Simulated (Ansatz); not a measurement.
## Effect of C → S on C

Consider C in the diamond structure (space group Fd-3m, No. 227; a = 3.5538 Å).

Now apply this change: every C is replaced by S, then cell and atoms are relaxed.

Method: plane-wave PAW DFT at the PBEsol level (Ansatz, a program for electronic structure, 420 eV), scalar-relativistic without spin-orbit coupling. Γ-centred 14×14×14 mesh, Fermi–Dirac width 0.05 eV, for the changed cell.

| quantity | base | changed | shift |
|---|---|---|---|
| volume per atom | 5.61 Å³ | 22.91 Å³ | +17.30 Å³ |
| density | 3.55 g/cm³ | 2.32 g/cm³ | -1.23 g/cm³ |
| lattice parameter a | 3.554 Å | 5.680 Å | +2.126 Å |
| space group | Fd-3m (No. 227) | Fd-3m (No. 227) | – |
| shortest interatomic distance | 1.539 Å | 2.460 Å | +0.921 Å |
| band gap | 4.03 eV | zero | – |

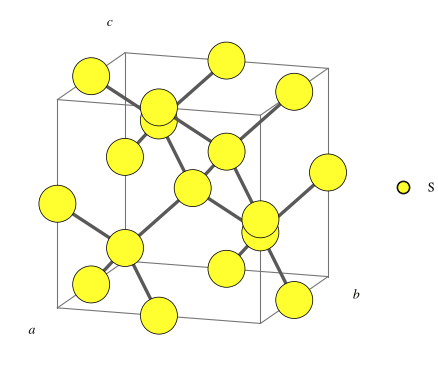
Fig. 1. The relaxed conventional cell after the change

Stability against distortions was not tested. As relaxed here, S is a hypothetical phase, not in the database extracts checked.
